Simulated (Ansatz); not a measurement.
# ZrHF2: one candidate of a structure search, part 2 of 2

Aim: relax a trial structure of ZrHF2 and see where it ends.

Ansatz 0.2.0; DFT PBE, scalar-relativistic, plane waves, PAW. The steps go on from the part before.

### Step 4. Final relaxation

The input, input.yaml:

```yaml
crystal:
  lattice:
    - [3.40791136, 0.0, 0.0]
    - [0.0, 3.40791136, 0.0]
    - [0.0, 0.0, 3.33400472]
  atoms:
    - { symbol: Zr, position: [0.5, 0.5, 0.0] }
    - { symbol: H, position: [0.0, 0.0, 0.0] }
    - { symbol: F, position: [0.0, 0.5, 0.5] }
    - { symbol: F, position: [0.5, 0.0, 0.5] }
basis:
  ecutwfc: 420
kpoints:
  mp_grid: { grid: [14, 14, 14] }
hamiltonian:
  xc: pbe
scf:
  occupations: { method: gaussian, width: 0.1 }
output:
  forces: true
  stress: true
  eigenvalues: true
  write_density: true
  write_potential: true
  elf: true
  volumetric_format: npy
relax:
  adjacent_minimum: "off"
  f_tol: 0.01
  max_steps: 80
  cell: { stress_tol: 0.05 }
```

Command:

```
$ ansatz run input.yaml --threads 1 --pin off --max-ram 2560MiB --backend cpu --events-out ev --progress --plain --runs-dir out
```

Log:

```text
Warning: RAYON_NUM_THREADS=1 ignored (pool sized by the plan → 1); use --threads N
Engine: ansatz 0.2.0, x86_64-unknown-linux-gnu
Pseudopotentials: kind: paw
Pseudopotential: Zr, paw, valence charge 12, recommended cutoff 420 eV (normal), Zr.paw.azcp
Pseudopotential: H, paw, valence charge 1, recommended cutoff 420 eV (normal), H.paw.azcp
Pseudopotential: F, paw, valence charge 7, recommended cutoff 420 eV (normal), F.paw.azcp
Functional definition: PBE
  parameter kappa = 0.804
  parameter beta = 0.06672455060314922
  exchange = pbe_x(kappa = kappa, mu = beta*pi^2/3)
  correlation = pbe_c(beta = beta)
Crystal: 4 atoms, lattice volume = 38.721 Å³
Basis set: ecut = 420 eV, 743 PW (Γ), exchange–correlation on 48×48×48 points (8 copies of the dense FFT grid, shifted against one another)
Bands: 18, of which v1, the nominal top of the filled ones, is band 14 counted from 1 (13 counted from 0)
Symmetry: 16 space group operations
Space group: P4/mmm (ITA 123), of the structure as read, at distance tolerance 3.4e-5 Å
k-points: 288 of 2744
Non-local potential: Zr, projectors of the file, l = 0: 3, l = 1: 2, l = 2: 2, l = 3: 2
Non-local potential: H, projectors of the file, l = 0: 2, l = 1: 1
Non-local potential: F, projectors of the file, l = 0: 2, l = 1: 2, l = 2: 1
PAW form: soft (Blöchl's): semilocal exchange-correlation on the pseudo side does not see the compensation charge
PAW one-centre angular grid: Zr, 590 points (default); XC on 64 Gauss nodes
PAW one-centre angular grid: H, 110 points (default); XC on 64 Gauss nodes
PAW one-centre angular grid: F, 110 points (default); XC on 64 Gauss nodes
Initial density: superposition of atomic densities (neutral atoms: chi_scale 0, normalization atom), corrected by the library's trained network
Initial wavefunctions: pseudopotential atomic-orbital guess
Functional: x = pbe(κ = 0.804, μ = 0.2195149727645171), c = pbe(β = 0.06672455060314922)
SCF iter   1: F=—  HF=-5818.120176 eV  |F-HF|=—  |Δ(HF+E_count)|=         —  Δρ=9.79e-3  dr2=2.30e-2  ethr=1.77e-3  ⟨swp⟩=5.2  Hψ=21672  notcnv=0
preconditioner: auto → none  [metal: Δε(μ)=0.008 eV  Ē_g=8.429 eV  σ=0.100 eV  W_gap=0.04  n_scr=6 (ndim 8)  ℏωp=23.1 eV  f_vac=0.000  D(μ)=1.35/eV (n_scr^D=6)  sad-step TF]
SCF iter   2: F=—  HF=-5818.119627 eV  |F-HF|=—  |Δ(HF+E_count)|=   5.48e-4  Δρ=5.93e-3  dr2=1.03e-2  ethr=8.53e-5  ⟨swp⟩=1.0  Hψ=7488  notcnv=0
SCF iter   3: F=—  HF=-5818.118787 eV  |F-HF|=—  |Δ(HF+E_count)|=   8.40e-4  Δρ=5.98e-4  dr2=1.17e-4  ethr=3.80e-5  ⟨swp⟩=2.3  Hψ=7760  notcnv=0
SCF iter   4: F=—  HF=-5818.118791 eV  |F-HF|=—  |Δ(HF+E_count)|=   3.19e-6  Δρ=1.66e-4  dr2=8.47e-6  ethr=4.34e-7  ⟨swp⟩=2.0  Hψ=8851  notcnv=0
SCF iter   5: F=—  HF=-5818.118699 eV  |F-HF|=—  |Δ(HF+E_count)|=   9.19e-5  Δρ=3.93e-5  dr2=3.38e-7  ethr=3.14e-8  ⟨swp⟩=2.0  Hψ=8740  notcnv=0
SCF iter   6: F=-5818.118699 eV  HF=-5818.118699 eV  |F-HF|=3.01e-9  |Δ(HF+E_count)|=   2.59e-8  Δρ=8.27e-6  dr2=1.08e-8  ethr=3.70e-10  ⟨swp⟩=9.8  Hψ=34969  notcnv=0
SCF 1 converged in 6 iterations: F = -5818.118699 eV  dr2 = 1.08e-8
relax step   1: F+E_penalty+E_count = -5818.11869876 eV  Δ(F+E_penalty+E_count) = +0.000e0 eV  max|allowed force component| = 1.590e-29 eV/Å  Δτ_max = 0.0000 Å  P = -1.579 GPa  Ω = 38.721 Å³  (6 SCF iters, dr2 threshold 1.00e-7 eV, accepted)
Crystal: 4 atoms, lattice volume = 37.633 Å³
Basis set: ecut = 420 eV, 747 PW (Γ), exchange–correlation on 48×48×48 points (8 copies of the dense FFT grid, shifted against one another)
Initial density: handed on by an earlier stage of this run
Initial wavefunctions: those handed on with the density
iter 1 solved again at ethr=4.19e-4 eV; its pass at ethr=3.10e-3 eV (dr2=1.13e-1 eV) is discarded
SCF iter   1: F=—  HF=-5818.341458 eV  |F-HF|=—  |Δ(HF+E_count)|=         —  Δρ=1.73e-2  dr2=1.13e-1  ethr=4.19e-4  ⟨swp⟩=1.0  Hψ=31100  notcnv=0
preconditioner: auto → none  [metal: Δε(μ)=0.023 eV  Ē_g=16.718 eV  σ=0.100 eV  W_gap=0.13  n_scr=6 (ndim 8)  ℏωp=30.3 eV  f_vac=0.000  D(μ)=0.97/eV (n_scr^D=6)]
SCF iter   2: F=—  HF=-5818.306722 eV  |F-HF|=—  |Δ(HF+E_count)|=   3.47e-2  Δρ=6.20e-3  dr2=1.27e-2  ethr=4.19e-4  ⟨swp⟩=2.7  Hψ=8550  notcnv=0
SCF iter   3: F=—  HF=-5818.304521 eV  |F-HF|=—  |Δ(HF+E_count)|=   2.20e-3  Δρ=1.09e-3  dr2=1.75e-4  ethr=4.70e-5  ⟨swp⟩=2.1  Hψ=10460  notcnv=0
SCF iter   4: F=—  HF=-5818.304581 eV  |F-HF|=—  |Δ(HF+E_count)|=   5.97e-5  Δρ=1.60e-4  dr2=5.08e-6  ethr=6.49e-7  ⟨swp⟩=2.6  Hψ=9154  notcnv=0
iter 5 did not close the SCF: its close was put off for the readings that it lacked (scf_convergence_deferred on its scf_iter line)
SCF iter   5: F=-5818.304581 eV  HF=-5818.304581 eV  |F-HF|=8.58e-9  |Δ(HF+E_count)|=   2.53e-7  Δρ=4.39e-5  dr2=2.79e-7  ethr=1.88e-8  ⟨swp⟩=2.0  Hψ=7749  notcnv=0
SCF iter   6: F=-5818.304581 eV  HF=-5818.304581 eV  |F-HF|=1.52e-9  |Δ(HF+E_count)|=   8.00e-8  Δρ=5.67e-6  dr2=7.21e-9  ethr=1.03e-9  ⟨swp⟩=7.0  Hψ=35572  notcnv=0
SCF 2 converged in 6 iterations: F = -5818.304581 eV  dr2 = 7.21e-9
relax step   2: F+E_penalty+E_count = -5818.30458122 eV  Δ(F+E_penalty+E_count) = -1.859e-1 eV  max|allowed force component| = 2.502e-30 eV/Å  Δτ_max = 0.0000 Å  P = +0.941 GPa  Ω = 37.633 Å³  energy of the carried Pulay correction = +5.781e-3 eV  (6 SCF iters, dr2 threshold 4.00e-7 eV, accepted)
Crystal: 4 atoms, lattice volume = 37.826 Å³
Basis set: ecut = 420 eV, 733 PW (Γ), exchange–correlation on 48×48×48 points (8 copies of the dense FFT grid, shifted against one another)
iter 1 solved again at ethr=3.28e-5 eV; its pass at ethr=3.10e-3 eV (dr2=8.85e-3 eV) is discarded
SCF iter   1: F=—  HF=-5818.277212 eV  |F-HF|=—  |Δ(HF+E_count)|=         —  Δρ=6.31e-3  dr2=9.03e-3  ethr=3.28e-5  ⟨swp⟩=1.8  Hψ=29417  notcnv=0
preconditioner: auto → none  [metal: Δε(μ)=0.015 eV  Ē_g=16.604 eV  σ=0.100 eV  W_gap=0.08  n_scr=6 (ndim 8)  ℏωp=30.2 eV  f_vac=0.000  D(μ)=0.97/eV (n_scr^D=6)]
SCF iter   2: F=—  HF=-5818.275557 eV  |F-HF|=—  |Δ(HF+E_count)|=   1.65e-3  Δρ=2.83e-3  dr2=1.34e-3  ethr=3.28e-5  ⟨swp⟩=1.9  Hψ=6993  notcnv=0
SCF iter   3: F=—  HF=-5818.275609 eV  |F-HF|=—  |Δ(HF+E_count)|=   5.24e-5  Δρ=4.64e-4  dr2=2.65e-5  ethr=4.97e-6  ⟨swp⟩=2.6  Hψ=8782  notcnv=0
SCF iter   4: F=—  HF=-5818.275792 eV  |F-HF|=—  |Δ(HF+E_count)|=   1.83e-4  Δρ=3.35e-5  dr2=1.55e-7  ethr=1.48e-9  ⟨swp⟩=8.4  Hψ=41482  notcnv=0
iter 5 did not close the SCF: its close was put off for the readings that it lacked (scf_convergence_deferred on its scf_iter line)
SCF iter   5: F=-5818.275793 eV  HF=-5818.275793 eV  |F-HF|=2.18e-9  |Δ(HF+E_count)|=   1.70e-7  Δρ=5.52e-6  dr2=3.19e-9  ethr=5.76e-10  ⟨swp⟩=2.0  Hψ=7903  notcnv=0
SCF iter   6: F=-5818.275793 eV  HF=-5818.275793 eV  |F-HF|=3.40e-10  |Δ(HF+E_count)|=   2.92e-9  Δρ=1.48e-6  dr2=4.61e-10  ethr=1.18e-11  ⟨swp⟩=5.0  Hψ=30268  notcnv=0
SCF 3 converged in 6 iterations: F = -5818.275793 eV  dr2 = 4.61e-10
relax step   3: F+E_penalty+E_count = -5818.27579260 eV  Δ(F+E_penalty+E_count) = +2.879e-2 eV  max|allowed force component| = 9.368e-30 eV/Å  Δτ_max = 0.0000 Å  P = -0.549 GPa  Ω = 37.826 Å³  energy of the carried Pulay correction = +5.527e-3 eV  (6 SCF iters, dr2 threshold 4.00e-7 eV, rejected (line search))
[... 12 lines left out ...]
relax step   4: F+E_penalty+E_count = -5818.31203406 eV  Δ(F+E_penalty+E_count) = -7.453e-3 eV  max|allowed force component| = 3.932e-30 eV/Å  Δτ_max = 0.0000 Å  P = -0.144 GPa  Ω = 37.833 Å³  energy of the carried Pulay correction = +5.074e-3 eV  (7 SCF iters, accepted)
[... 14 lines left out ...]
relax step   5: F+E_penalty+E_count = -5818.31224145 eV  Δ(F+E_penalty+E_count) = -2.074e-4 eV  max|allowed force component| = 7.778e-30 eV/Å  Δτ_max = 0.0000 Å  P = +0.002 GPa  Ω = 37.795 Å³  energy of the carried Pulay correction = +5.250e-3 eV  (6 SCF iters, dr2 threshold 1.34e-7 eV, accepted)
[... 10 lines left out ...]
relax step   6: F+E_penalty+E_count = -5818.31620645 eV  Δ(F+E_penalty+E_count) = -3.965e-3 eV  max|allowed force component| = 5.226e-30 eV/Å  Δτ_max = 0.0000 Å  P = +0.100 GPa  Ω = 37.795 Å³  stress off target by 8.98e-1 GPa  SCF on the basis re-selected at this cell (its energy is not comparable with the rows above)  (6 SCF iters)
[... 14 lines left out ...]
relax step   7: F+E_penalty+E_count = -5818.31647641 eV  Δ(F+E_penalty+E_count) = -2.700e-4 eV  max|allowed force component| = 7.223e-30 eV/Å  Δτ_max = 0.0000 Å  P = +0.022 GPa  Ω = 37.808 Å³  energy of the carried Pulay correction = -2.948e-5 eV  (6 SCF iters, dr2 threshold 4.00e-7 eV, accepted)
[... 15 lines left out ...]
relax step   8: F+E_penalty+E_count = -5818.31649876 eV  Δ(F+E_penalty+E_count) = -2.234e-5 eV  max|allowed force component| = 1.191e-29 eV/Å  Δτ_max = 0.0000 Å  P = +0.024 GPa  Ω = 37.808 Å³  stress off target by 5.50e-2 GPa  SCF on the basis re-selected at this cell (its energy is not comparable with the rows above)  (8 SCF iters)
[... 14 lines left out ...]
relax step   9: F+E_penalty+E_count = -5818.31647588 eV  Δ(F+E_penalty+E_count) = +2.288e-5 eV  max|allowed force component| = 1.229e-29 eV/Å  Δτ_max = 0.0000 Å  P = +0.000 GPa  Ω = 37.814 Å³  energy of the carried Pulay correction = -2.373e-5 eV  (6 SCF iters, accepted)
iter 1 solved again at ethr=4.67e-8 eV; its pass at ethr=3.10e-3 eV (dr2=1.26e-5 eV) is discarded
SCF iter   1: F=—  HF=-5818.316453 eV  |F-HF|=—  |Δ(HF+E_count)|=         —  Δρ=2.61e-6  dr2=5.40e-10  ethr=4.67e-8  ⟨swp⟩=3.6  Hψ=39396  notcnv=0
eigensolver tolerance schedule: the retry pair's looser diagonalisation over-reported the residual by 23378.05 of it (diagonalisation noise at 0.54 of the residual, at the tolerance the schedule requests for it); recorded, not acted on — ethr = c·dr2/N_el stays at c = 1.0e-1
SCF iter   2: F=—  HF=-5818.316499 eV  |F-HF|=—  |Δ(HF+E_count)|=   4.64e-5  Δρ=1.28e-6  dr2=1.58e-10  ethr=2.00e-12  ⟨swp⟩=3.5  Hψ=13339  notcnv=0
SCF iter   3: F=—  HF=-5818.316499 eV  |F-HF|=—  |Δ(HF+E_count)|=  1.05e-10  Δρ=8.39e-7  dr2=5.89e-11  ethr=1.00e-12  ⟨swp⟩=1.0  Hψ=5184  notcnv=0
iter 4 did not close the SCF: its close was put off for the readings that it lacked (scf_convergence_deferred on its scf_iter line)
SCF iter   4: F=-5818.316499 eV  HF=-5818.316499 eV  |F-HF|=1.82e-12  |Δ(HF+E_count)|=  8.00e-11  Δρ=9.15e-8  dr2=8.92e-13  ethr=1.00e-12  ⟨swp⟩=1.0  Hψ=5184  notcnv=0
iter 5 did not close the SCF: its close was put off for the readings that it lacked (scf_convergence_deferred on its scf_iter line)
SCF iter   5: F=-5818.316499 eV  HF=-5818.316499 eV  |F-HF|=0.00e0  |Δ(HF+E_count)|=    0.00e0  Δρ=2.26e-8  dr2=7.26e-14  ethr=1.00e-12  ⟨swp⟩=1.0  Hψ=5184  notcnv=0
iter 6 did not close the SCF: its close was put off for the readings that it lacked (scf_convergence_deferred on its scf_iter line)
SCF iter   6: F=-5818.316499 eV  HF=-5818.316499 eV  |F-HF|=0.00e0  |Δ(HF+E_count)|=    0.00e0  Δρ=1.27e-8  dr2=1.39e-14  ethr=1.00e-12  ⟨swp⟩=1.0  Hψ=5184  notcnv=0
iter 7 did not close the SCF: its close was put off for the readings that it lacked (scf_convergence_deferred on its scf_iter line)
SCF iter   7: F=-5818.316499 eV  HF=-5818.316499 eV  |F-HF|=9.09e-13  |Δ(HF+E_count)|=  9.09e-13  Δρ=4.78e-9  dr2=2.33e-15  ethr=1.00e-12  ⟨swp⟩=1.0  Hψ=5184  notcnv=0
SCF iter   8: F=-5818.316499 eV  HF=-5818.316499 eV  |F-HF|=0.00e0  |Δ(HF+E_count)|=  9.09e-13  Δρ=2.67e-9  dr2=6.01e-16  ethr=1.00e-12  ⟨swp⟩=2.0  Hψ=14373  notcnv=0
SCF 10 converged in 8 iterations: F = -5818.316499 eV  dr2 = 6.01e-16
relax step  10: F+E_penalty+E_count = -5818.31649915 eV  Δ(F+E_penalty+E_count) = -2.327e-5 eV  max|allowed force component| = 2.139e-29 eV/Å  Δτ_max = 0.0000 Å  P = +0.001 GPa  Ω = 37.814 Å³  stress off target by 2.01e-3 GPa  SCF on the basis re-selected at this cell (its energy is not comparable with the rows above)  (8 SCF iters)
basis re-selected at this cell: Δ(F+E_penalty+E_count) = -2.327e-5 eV, ΔP = +0.001 GPa vs the last step (what re-selecting the basis moved, of the pressure what is left beyond the Pulay correction that the steps carried, after the strain that the cell walked since its last selection, with what the two solves' SCF thresholds leave and, on support functions, any second-order correction that the steps lacked; it is no measure of the basis error at this ecutwfc). This SCF's stress stands 2.01e-3 GPa from its target on what of the cell is left free (relax.cell.stress_tol is 5.00e-2 GPa) and its largest allowed force component is 2.14e-29 eV/Å (relax.f_tol is 1.00e-2 eV/Å): within both
SCF converged after 8 iterations
Free energy (F): -5818.316499 eV
Harris-Foulkes:  -5818.316499 eV  (|F-HF|=0.00e0)
Internal energy: -5818.311657 eV  (E = F + TS)
E sigma→0 (E₀):  -5818.314078 eV
Entropy (-TS):   -0.004842 eV (-1.211 meV/atom)
Fermi energy:    13.009570 eV
--- Per-component energies (eV) ---
  E_band       = -119.388404
  E_kinetic    = 759.012621
  E_local      = -1560.821663  (includes V_loc(G=0)·N_el)
  E_nonlocal   = 227.006179
  E_hartree    = 537.530732
  E_xc         = -330.509179
  E_vxc        = -407.594593  (∫ρ·V_xc dr)
  E_paw        = -3354.839081  (= ΣΔE_a)
  E_vpaw       = -212.055432  (= ΣTr[D̂ρ^β])
  E_aug_tail   = 0.003019  (compensation charges beyond the density's cutoff)
  E_ewald      = -2095.694285
  E_smearing   = -0.004842  (= −TS)
  E_closure    = -0.000000  (closes the sum)
  Σ components = -5818.316499   (vs F -5818.316499, Δ=0.00e0)
--- Forces (eV/Å), atoms counted from 1 ---
  atom   1  Zr     0.00000000     0.00000000     0.00000000
  atom   2  H     -0.00000000    -0.00000000     0.00000000
  atom   3  F      0.00000000     0.00000000     0.00000000
  atom   4  F     -0.00000000     0.00000000     0.00000000
  max |Σ_I F_I| component: 2.93e-29 eV/Å
--- Stress (GPa, compression-positive) ---
        0.000872       0.000000       0.000000
        0.000000       0.000872       0.000000
        0.000000       0.000000       0.002009
  P = ⅓ Tr σ = 0.0013 GPa (0.013 kbar)
--- Band table (eV; the first three rows and the last of 288) ---
  k-point 0: bands = ["-38.0954", "-16.1590", "-15.7509", "-15.7509", "-13.2262", "-11.4016", "5.2164", "5.2164", "5.4142", "6.5894", "6.6610", "8.3647", "8.3647", "11.4423", "13.3253", "14.2721", "14.2721", "15.0134"]
  k-point 1: bands = ["-38.0946", "-16.2049", "-15.7494", "-15.7494", "-13.1710", "-11.3990", "5.1526", "5.1795", "5.1795", "6.5035", "6.9274", "8.3610", "8.3610", "11.5692", "13.4423", "14.3660", "14.3660", "15.0198"]
  k-point 2: bands = ["-38.0921", "-16.3258", "-15.7452", "-15.7452", "-13.0241", "-11.3918", "4.6602", "5.0787", "5.0787", "6.2819", "7.4368", "8.3522", "8.3522", "11.9085", "13.7811", "14.6292", "14.6292", "15.0378"]
  k-point 287: bands = ["-38.0052", "-16.2759", "-16.1061", "-16.1061", "-12.2703", "-12.2703", "4.0586", "4.6055", "5.8489", "5.8489", "6.9944", "8.2938", "9.1562", "13.9560", "13.9560", "15.2830", "16.2679", "19.2671"]
--- Relaxed structure (7 steps of the walk, 6 accepted, 3 SCFs on fresh bases) ---
  F+E_penalty+E_count = -5818.31649915 eV   max|allowed force component| = 2.139e-29 eV/Å   (the final SCF, on the basis selected at the relaxed cell)
  cell:  # Å, volume = 37.8140 Å³
    - [3.264992679476229, 5.820171299127693e-34, 0.0]
    - [5.820171299127693e-34, 3.264992679476229, 0.0]
    - [0.0, 0.0, 3.5472222472974124]
  atoms:
    - { symbol: Zr, position: [0.5, 0.5, 0.0] }
    - { symbol: H, position: [3.187162650145319e-36, 1.3370388769075533e-36, 0.0] }
    - { symbol: F, position: [1.945410968270518e-36, 0.5, 0.5] }
    - { symbol: F, position: [0.5, -3.9714495631072064e-36, 0.5] }
```

Wall time 4.6 min (1 thread of Intel Xeon at 2.50GHz (Skylake/Cascade Lake), shared host); peak memory 0.52 GiB.

The steps of the relaxation:

| step | energy from step 1 (eV/cell) | largest force component (eV/Å) | pressure (GPa) | volume (Å³) |
| --- | --- | --- | --- | --- |
| 1 | 0.0000 | 0.0000 | -1.58 | 38.72 |
| 2 | -0.1859 | 0.0000 | 0.94 | 37.63 |
| 3 | -0.1571 | 0.0000 | -0.55 | 37.83 |
| 4 | -0.1933 | 0.0000 | -0.14 | 37.83 |
| 5 | -0.1935 | 0.0000 | 0.00 | 37.80 |
| 6 | -0.1975 | 0.0000 | 0.10 | 37.80 |
| 7 | -0.1978 | 0.0000 | 0.02 | 37.81 |
| 8 | -0.1978 | 0.0000 | 0.02 | 37.81 |
| 9 | -0.1978 | 0.0000 | 0.00 | 37.81 |
| 10 | -0.1978 | 0.0000 | 0.00 | 37.81 |

Step 1 is the start. Steps 6, 8, 10 each repeat the geometry before them on a plane-wave basis chosen anew, so the energy can jump there without any move. Step 3 was tried and not accepted.

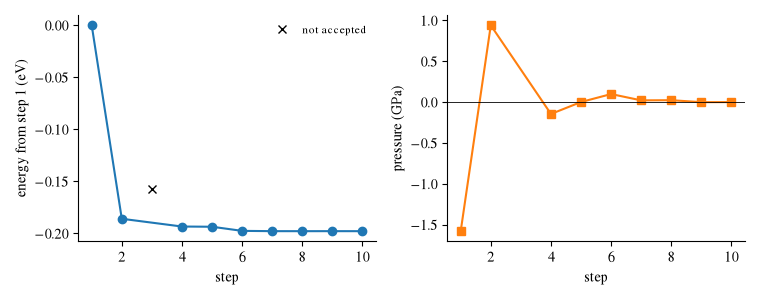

Energy and pressure along the relaxation.

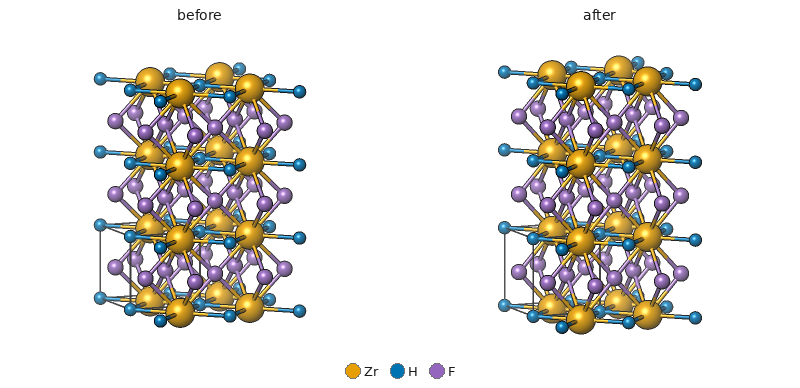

The structure before (left) and after (right) the relaxation, drawn at the same scale.

|  | before | after | change |
| --- | --- | --- | --- |
| a (Å) | 3.408 | 3.265 | -4.2 % |
| b (Å) | 3.408 | 3.265 | -4.2 % |
| c (Å) | 3.334 | 3.547 | +6.4 % |
| volume (Å³/atom) | 9.68 | 9.45 | -2.3 % |
| shortest distance (Å) | 2.384 | 2.309 | -3.1 % |
| space group (0.01 Å) | P4/mmm | P4/mmm | same |

The run keeps the 16 symmetry operations of the start, so it could not have lowered the symmetry.

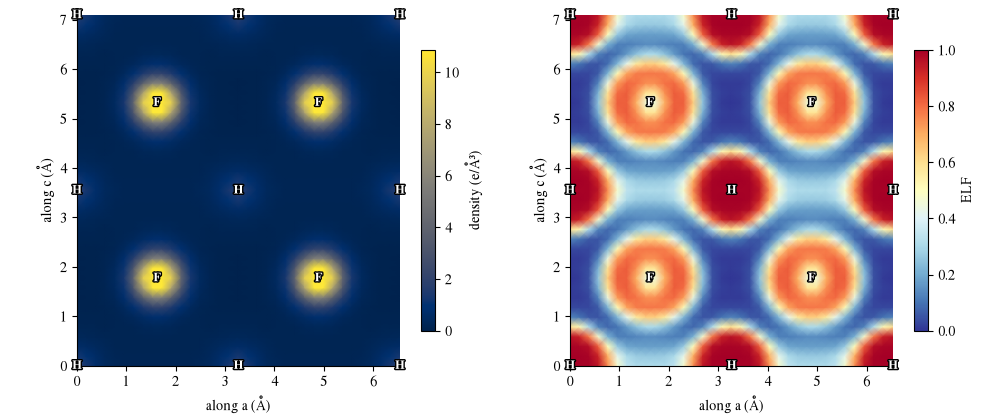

Density (left) and ELF (right) in a lattice plane of the grid's cell (edges 3.26 and 3.55 Å, at 0.000 of the third edge), which holds H and F. Only atoms in the plane are labelled; the density scale stops at 10.86 e/Å³. Both are smooth fields of the valence electrons: close to the nuclei they are not physical.

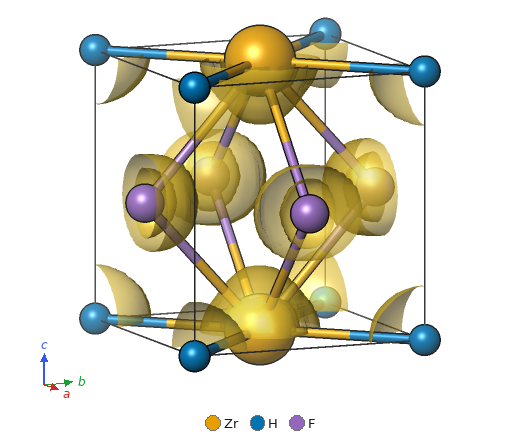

Surface of ELF = 0.77, drawn in one cell.

Maxima of ELF outside the ion cores: 1.00 at H; 0.83 in the shell around F, 0.5 Å from F.

### Step 5. What came out

The summary covers parts 1 to 2. Changes of volume or cell count from the first structure of part 1.

```
                                                              quantity                                                                      value
                                symmetry at the end (tolerance 0.05 Å)                                               space group P4/mmm (No. 123)
                                                     conventional cell  a = 3.265 Å, b = 3.265 Å, c = 3.547 Å, α = 90.00°, β = 90.00°, γ = 90.00°
                                                                volume                                                               9.45 Å³/atom
energy over the elements (uncorrected; H, N, O, F and Cl as molecules)                                                              -1.85 eV/atom
                                                       gap on the mesh                                                               none (metal)
```

**Reading.** The space group P4/mmm (No. 123) is kept, and the volume per atom shrinks by 2.3 % from the first guess. It lies below the elements, which doesn't yet make it stable: competing phases were not computed in this session. No finished test with a distortion of lower symmetry is shown, so the end may be a saddle point. A spin-polarised run here lost its starting moments, which speaks against magnetism, though one start doesn't rule it out. Other magnetic orders were not searched.
